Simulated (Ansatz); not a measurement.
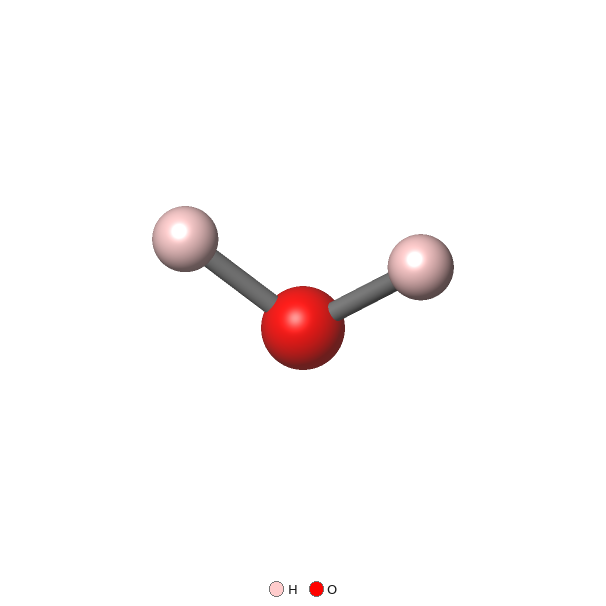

A ball-and-stick model of a molecule.

Description:

Formula H₂O. The point group is C2v. Coordination: 1 O bent.

More results for the same structure follow; atom numbers are the same in all pictures, views and colours differ. Computed geometry: PBE0-D4/def2-TZVP optimisation.

## Shape

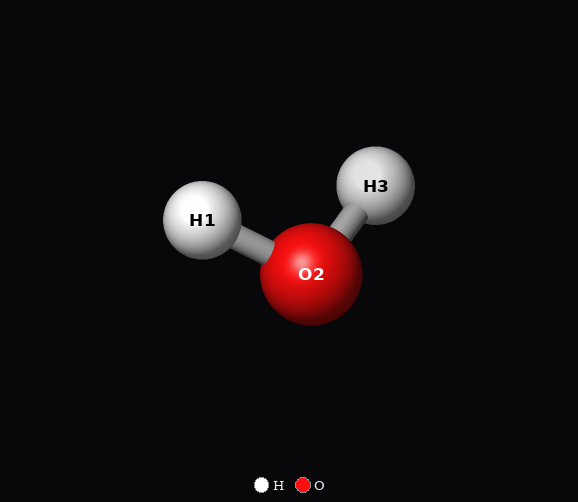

Atoms carry their numbers in the input.

List the bonds and their lengths.

```csv
bond,length (Å)
H1–O2,0.960
O2–H3,0.960
```

## Dipole moment

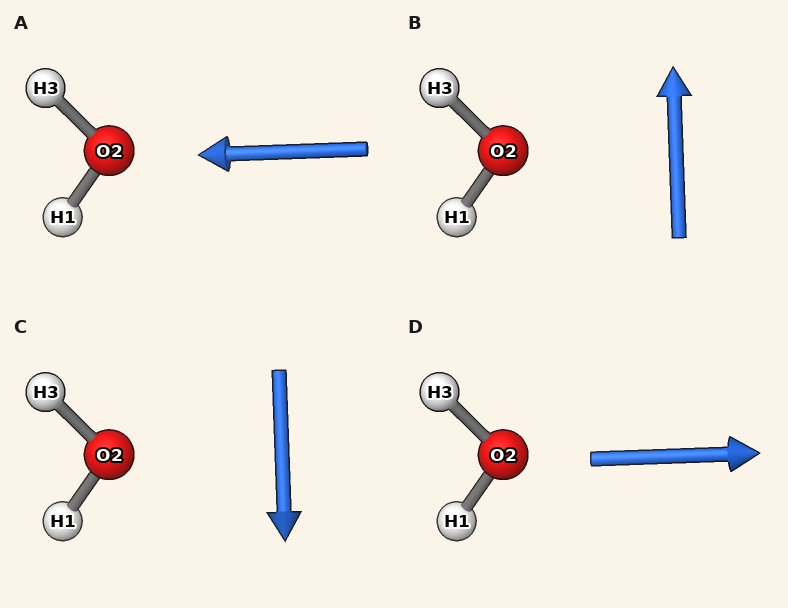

The same molecule four times, each with an arrow. Properties computed with RKS PBE0-D4/def2-TZVP (Ansatz 0.2.0).

Which arrow points along the dipole moment, from the negative to the positive end?

A. The dipole moment is 2.07 D; it points from the side of O2 to the side of H1, H3 (the outermost atoms at the two ends).

## Charges

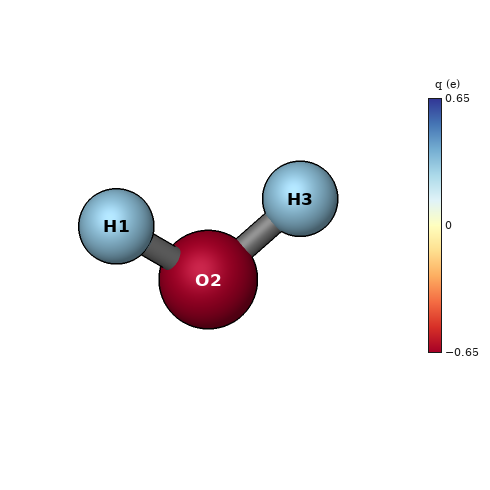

Atoms are coloured by their Mulliken charges. Properties computed with RKS PBE0-D4/def2-TZVP (Ansatz 0.2.0).

Give the Mulliken charges atom by atom.

| atom | value (e) |
| --- | --- |
| H1 | 0.32 |
| O2 | −0.65 |
| H3 | 0.32 |

## Electronic properties

Properties computed with RKS PBE0-D4/def2-TZVPP (Ansatz 0.2.0).

What is the HOMO energy (Kohn–Sham orbital)?

−8.90 eV.

Give the LUMO energy (Kohn–Sham orbital) at this level.

0.85 eV.

Mulliken values depend strongly on the basis set and can even reverse the polarity of a bond.
